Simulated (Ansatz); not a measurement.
# GaSiH4O (SMILES [SiH3][O][GaH]) at UBCCD(T)/cc-pVDZ

What is the vertical doublet–quartet gap of GaSiH4O at UBCCD(T)/cc-pVDZ? 

The calculation is run with Ansatz 0.2.0.

72 further runs of the same task are left out: 72 set aside as unsound or not needed.

### 1 The system as given

The species is GaSiH4O (7 atoms), meant as a doublet with charge 0. SMILES: `[SiH3][O][GaH]`. The coordinates come from a PBE0-D4/def2-TZVP relaxation. This is one conformer, not always the lowest.

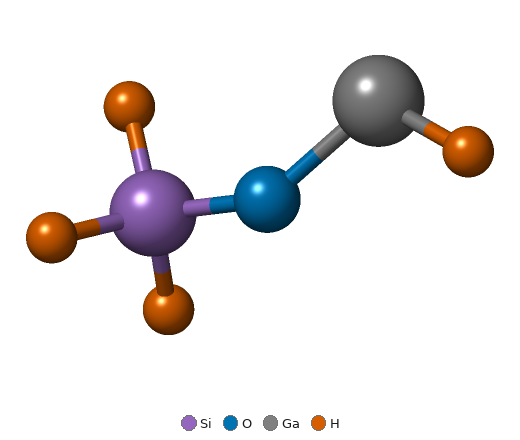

Viewed from a chosen angle; silicon purple, oxygen blue, gallium grey, hydrogen orange.

### 2 A single-point energy at UBCCD(T)/cc-pVDZ

File input.yaml:

```yaml
crystal:
  periodic: [false, false, false]
  atoms:
    - symbol: Si
      position_ang: [-0.907100, 0.576700, -0.244500]
    - symbol: O
      position_ang: [0.281700, -0.375400, 0.340400]
    - symbol: Ga
      position_ang: [1.972300, -0.895800, 0.047800]
    - symbol: H
      position_ang: [-2.099000, -0.248300, -0.578700]
    - symbol: H
      position_ang: [-0.473700, 1.297400, -1.475800]
    - symbol: H
      position_ang: [-1.295700, 1.586500, 0.776300]
    - symbol: H
      position_ang: [2.521500, -1.941000, 1.134400]
basis:
  gaussian:
    orbitals: cc-pVDZ
magnetization:
  spin_polarized: true
  initial_magnetization: 1
correlation:
  method: bccd_t
  frozen_orbitals: {Ga: 9, H: 0, O: 1, Si: 5}
accuracy: high
scf:
  omitted_lower_state_checks: [cluster_reference, increment]
```

Command:

```console
$ ansatz run input.yaml --threads 1 --pin off --max-ram 3480MiB --events-out events.jsonl --progress --plain --runs-dir runs
```

The program printed (excerpt; [...] marks lines left out):

```text
Warning: RAYON_NUM_THREADS=1 ignored (pool sized by the plan → 1); use --threads N
Functional definition: HF
  name "HF"
[...]
1787 factors; integrals over basis functions are off by at most 4.7e-9 eV
[...]
mean field -62296.94058655 eV, -2289.3703401728 hartree, gradient 2.2e-8 eV, S^2 0.761347; 0 other end points of the search recorded, 0 dependent functions left out
15 core orbitals not correlated: weight in the atoms' cores, before any rotation towards them, 1.000 or more for the frozen orbitals, at most 0.000 for the correlated occupied ones
reference -62296.94058655 eV, -2289.3703401728 hartree; 14, 13 occupied and 50, 51 virtual orbitals, 1787 factors
second order -9.62639606 eV of doubles, -0.00000000 eV of singles
cycle   1  -10.07208764 eV  change   -4.5e-1 eV  update   1.0e-1
[...]
cycle  22  -10.53870221 eV  change   -1.2e-9 eV  update   3.1e-9
perturbative correction -0.31493937 eV, -0.0115738083 hartree
Total energy: -62307.79422813 eV, -2289.7692041439 hartree
Checks for a lower state left out: cluster_reference, increment
```

It took 55 s on 1 thread of Arm Neoverse V1, shared host; peak memory 0.83 GiB.

### 3 The quartet

File in.yaml:

```yaml
crystal:
  periodic: [false, false, false]
  atoms:
    - {symbol: Si, position_ang: [-0.907100, 0.576700, -0.244500]}
    - {symbol: O, position_ang: [0.281700, -0.375400, 0.340400]}
    - {symbol: Ga, position_ang: [1.972300, -0.895800, 0.047800]}
    - {symbol: H, position_ang: [-2.099000, -0.248300, -0.578700]}
    - {symbol: H, position_ang: [-0.473700, 1.297400, -1.475800]}
    - {symbol: H, position_ang: [-1.295700, 1.586500, 0.776300]}
    - {symbol: H, position_ang: [2.521500, -1.941000, 1.134400]}
basis:
  gaussian:
    orbitals: cc-pVDZ
magnetization:
  spin_polarized: true
  initial_magnetization: 3
correlation:
  method: bccd_t
  frozen_orbitals: {Ga: 9, H: 0, O: 1, Si: 5}
accuracy: high
scf:
  omitted_lower_state_checks: [cluster_reference, increment]
```

Command:

```console
$ ansatz run in.yaml --threads 1 --pin off --max-ram 3480MiB --events-out events.jsonl --progress --plain --runs-dir runs
```

The program printed (excerpt; [...] marks lines left out):

```text
Warning: RAYON_NUM_THREADS=1 ignored (pool sized by the plan → 1); use --threads N
[... 2 set-up lines as earlier in the session ...]
[...]
1788 factors; integrals over basis functions are off by at most 4.7e-9 eV
[...]
mean field -62292.06196271 eV, -2289.1910540535 hartree, gradient 2.7e-8 eV, S^2 3.762384; 5 other end points of the search recorded, 0 dependent functions left out
15 core orbitals not correlated: weight in the atoms' cores, before any rotation towards them, 1.000 or more for the frozen orbitals, at most 0.000 for the correlated occupied ones
reference -62292.06196271 eV, -2289.1910540535 hartree; 15, 12 occupied and 49, 52 virtual orbitals, 1788 factors
second order -8.21130863 eV of doubles, -0.00000000 eV of singles
cycle   1  -9.10836628 eV  change   -9.0e-1 eV  update   9.0e-2
[...]
cycle  44  -9.57056237 eV  change  -4.4e-10 eV  update   2.4e-9
perturbative correction -0.27723461 eV, -0.0101881841 hartree
Total energy: -62301.90975969 eV, -2289.5529539175 hartree
Checks for a lower state left out: cluster_reference, increment
```

Wall time 89 s (1 thread of Arm Neoverse V1, shared host); peak memory 0.82 GiB.

### 4 Outcome

At UBCCD(T)/cc-pVDZ, 15 core orbitals frozen:

| quantity | value |
| --- | --- |
| doublet: total energy | -2289.76920 Eh |
| doublet: correlation energy (15 core orbitals frozen) | -398.9 mEh |
| doublet: (T) correction | -11.57 mEh |
| doublet: ⟨S²⟩ of the reference determinant | 0.761 |
| quartet: total energy | -2289.55295 Eh |
| quartet: correlation energy (15 core orbitals frozen) | -361.9 mEh |
| quartet: (T) correction | -10.19 mEh |
| quartet: ⟨S²⟩ of the reference determinant | 3.762 |
| vertical energy of the quartet above the doublet | 5.884 eV |

What this shows: At this shape the quartet lies 5.88 eV (136 kcal/mol) above the doublet. The triples (doublet) make up 2.9 % of the correlation energy. The triples (quartet) make up 2.8 % of the correlation energy.
